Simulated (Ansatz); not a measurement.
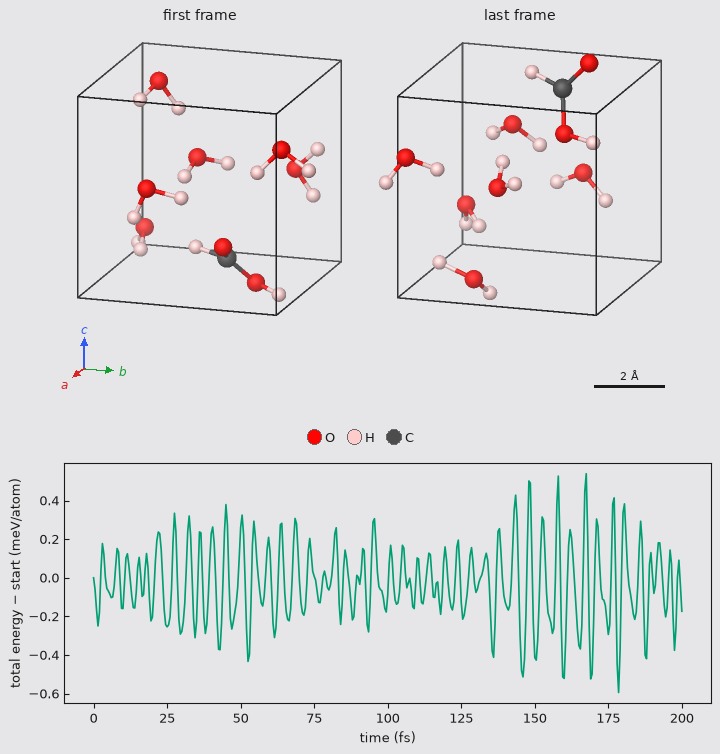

Molecular dynamics of a periodic cell with 6 H2O + 1 HCOOH at 1.17 g/cm³, 200 fs long. It starts from the last geometry of an earlier run, with fresh velocities. A ball-and-stick model of the simulation cell, seen slightly off an axis.

The calculation used DFT PBE-D3(BJ), scalar-relativistic, plane waves, PAW in Ansatz. Set-up: plane-wave cutoff 420 eV; k-point mesh 1 × 1 × 1; Fermi-Dirac smearing 0.02 eV; low-accuracy preset; constant energy (NVE); velocities drawn for 1000 K; time step 0.5 fs.

Is this trajectory numerically sound?

Answer. The total energy stays between −0.59 and 0.54 meV per atom of its start. A straight-line fit has a slope that amounts to −0.028 meV per atom over 200 fs (under 0.1 % of the mean kinetic energy), and the ripple about it is 1.5 % of the kinetic energy's fluctuation. With a drift under 2 % and a ripple under 7 %, the integration is accurate. The mean temperature in the second half is 911 K (standard deviation 111 K). The potential energy in the second half lies on average 10.9 meV per atom above the first frame.

Limits of the set-up: the program's low-accuracy preset was used; the periodic images lie only 6.0 Å apart, so the values are limited by the cell's size.

Cost: 8.7 min on 1 thread of Intel(R) Xeon(R) Platinum 8259CL CPU @ 2.50GHz (Skylake/Cascade Lake), with other jobs on the host, peak memory 0.46 GiB.
